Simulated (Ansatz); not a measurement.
C2H9BFGaSeSi

```yaml
atoms:
  - { symbol: B, position_ang: [-0.5623, -1.5599, -0.3275] }
  - { symbol: C, position_ang: [0.7361, -0.8222, -0.8896] }
  - { symbol: F, position_ang: [1.8154, -0.8303, -0.1069] }
  - { symbol: C, position_ang: [0.8428, -0.0798, -2.0270] }
  - { symbol: Ga, position_ang: [-0.2265, 1.5641, -0.8360] }
  - { symbol: Se, position_ang: [-1.6249, 0.0533, 0.5891] }
  - { symbol: Si, position_ang: [-0.4138, 0.3014, 2.5242] }
  - { symbol: H, position_ang: [-1.3055, -1.8959, -1.2117] }
  - { symbol: H, position_ang: [-0.3302, -2.3813, 0.5160] }
  - { symbol: H, position_ang: [0.0747, -0.1947, -2.7810] }
  - { symbol: H, position_ang: [1.7918, 0.3630, -2.3122] }
  - { symbol: H, position_ang: [-1.1067, 2.1811, -1.9656] }
  - { symbol: H, position_ang: [0.8725, 2.2342, 0.0485] }
  - { symbol: H, position_ang: [-0.8409, -0.7785, 3.4451] }
  - { symbol: H, position_ang: [1.0364, 0.2163, 2.2462] }
  - { symbol: H, position_ang: [-0.7590, 1.6293, 3.0883] }
```

Geometry: PBE0-D4/def2-TZVP.

Method: RKS PBE0-D4/def2-TZVPP (Ansatz).

**What will maps of the electron density and electron localisation function show?**

C–F (1.33 Å): ρ at the midpoint is about 2.4 e/Å³; the ELF peaks at about 0.85 between the atoms (a polar covalent bond).
C–C (1.36 Å): the density is about 2.3 e/Å³ at the midpoint; the ELF peaks at about 0.95 between the atoms; localised, covalent bonding.
C–B (1.60 Å): ρ is about 1.4 e/Å³ halfway; the ELF peaks at about 1 between the atoms, as expected for a covalent bond.

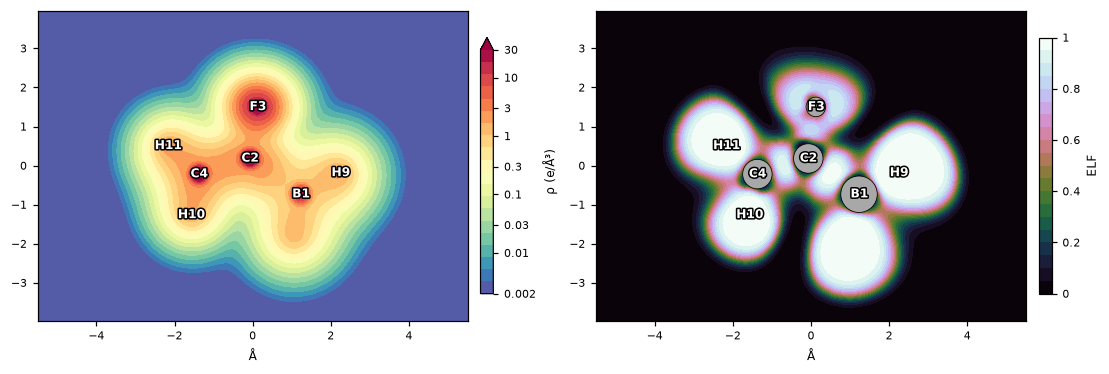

Computed electron density and electron localisation function on the plane of atoms F3, C2 and C4, in this order. Grey discs cover the atomic cores in the ELF map. 
